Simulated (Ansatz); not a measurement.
Input

```
crystal:
  periodic: [false, false, false]
  atoms:
    - { symbol: Si, position_ang: [0.0, 0.0, 0.0] }
    - { symbol: H, position_ang: [0.0, 0.0, 1.81] }
    - { symbol: F, position_ang: [1.4994, 0.0, -0.5295] }
    - { symbol: F, position_ang: [-0.7489, 1.2974, -0.5295] }
    - { symbol: H, position_ang: [-0.6877, -1.1914, -0.4862] }
    - { symbol: O, position_ang: [-1.879, 0.006, 0.6243] }
    - { symbol: H, position_ang: [-2.4259, -0.6226, 0.0535] }
    - { symbol: H, position_ang: [-0.9605, 0.0031, 1.7351] }
basis:
  gaussian: { orbitals: def2-SVP }
hamiltonian:
  xc: hf
relax:
  f_tol: 0.15
  max_steps: 25
  restrain:
    - { distance: [0, 5], at: 2.88, k: 30.0 }
    - { distance: [7, 1], at: 1.86, k: 30.0 }
    - { distance: [0, 1], at: 1.46, k: 30.0 }
    - { distance: [7, 5], at: 1.01, k: 30.0 }
output:
  orbitals: {}
```

Launched as:

```sh
ansatz run input.yaml --threads 1 --pin off --max-ram 2048MiB --backend cpu --events-out ev --progress --plain --runs-dir out
```

The fields are those of the run's last geometry, not of the input's.

Not at a stationary point (largest force 1.5 eV/Å).

Theory: RHF/def2-SVP (Ansatz).

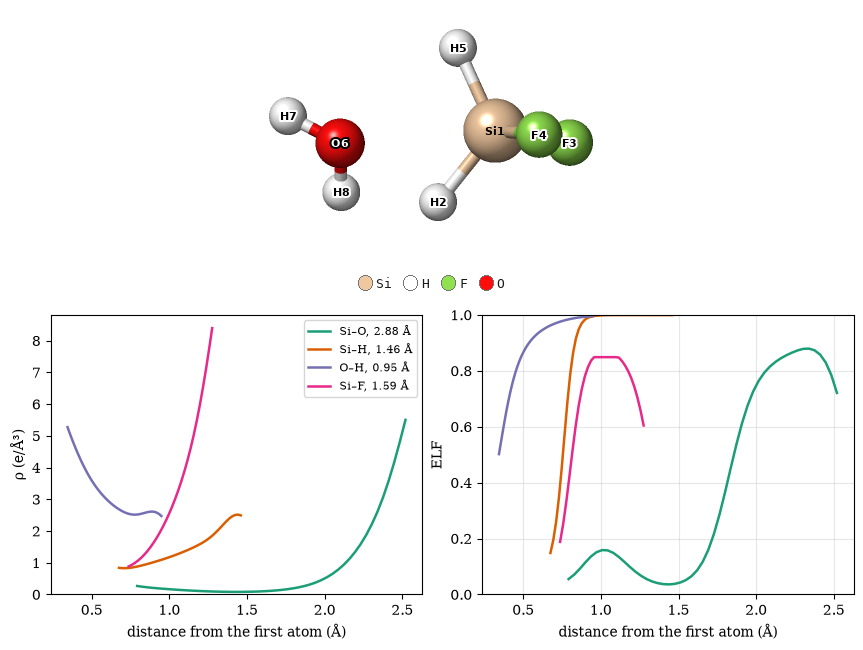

F$_{2}$H$_{2}$Si···H$_{2}$O. Total electron density and ELF along straight lines between neighbouring atoms. The curves leave out the atomic cores. The structure is drawn too.

**What can be read from the curves?**

Si1···O6 (2.88 Å): the density falls to about 0.08 e/Å³ on the way; the ELF dips to about 0.05 between them.
Si–H (1.46 Å): ρ at the midpoint is about 0.83 e/Å³; the ELF climbs to about 1 towards the hydrogen, as it does in any bond to H.
O–H (0.95 Å): ρ at the midpoint is about 3.8 e/Å³; the ELF climbs to about 1 towards the hydrogen; an ordinary covalent bond to hydrogen.
Si–F (1.59 Å): ρ is about 1.1 e/Å³ halfway; the ELF peaks at about 0.85 in the valence shell of F, 0.6 Å from its nucleus, and is about 0.40 at the midpoint.
